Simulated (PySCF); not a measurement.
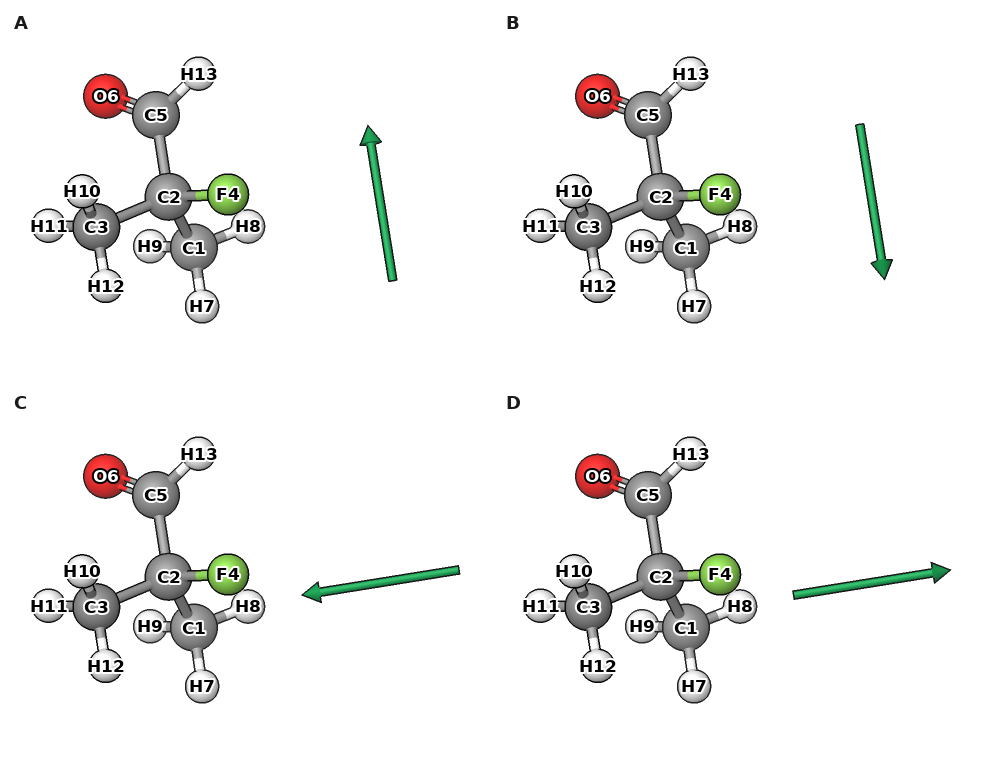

The same molecule four times, each with an arrow. The geometry was computed by an optimisation with GFN2-xTB. No frequency run is at hand to confirm it as a minimum. Properties computed with PBE0/pcSseg-1, gas phase (PySCF 2.14.0).

### Which arrow points along the dipole moment, from the negative to the positive end?

B. The dipole moment is 1.42 D; it points from the side of O6, H13 to the side of H7 (the outermost atoms at the two ends).
